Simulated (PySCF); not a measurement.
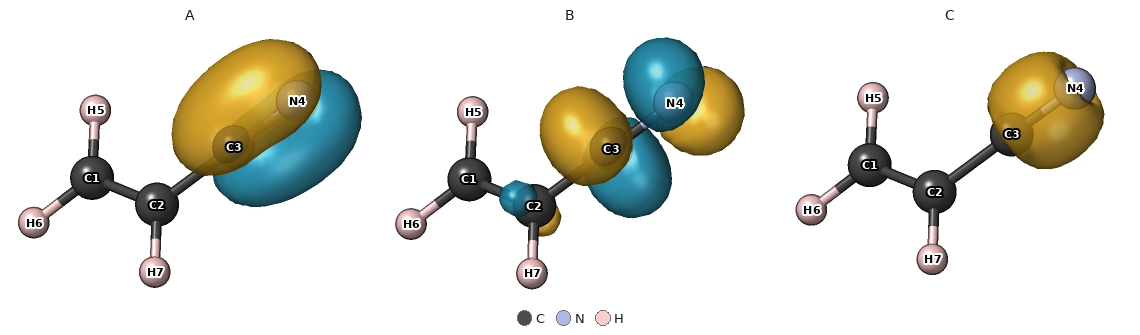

Figure 1: C3H3N, SMILES `C=CC#N`. Intrinsic bond orbitals (IBO), occupied and valence-virtual; each surface holds about 80 % of the orbital's density. Energies are diagonal elements of the Fock matrix.

Computed with PySCF, HF/def2-TZVP, geometry: GFN2-xTB. No frequency check shows the geometry to be a minimum.

Question: What does each orbital represent in a Lewis picture?

Answer: By panel:
- A: π bond N4–C3 (N4 54 %, C3 45 %; −13.2 eV)
- B: π* orbital C3–N4 (C3 53 %, N4 44 %; 8.9 eV)
- C: σ bond N4–C3 (N4 55 %, C3 45 %; −32.0 eV)

Question: How do all the valence pairs divide up?

Answer: 10 pairs: 6 σ bonds, 3 two-centre π bonds and 1 lone pair.
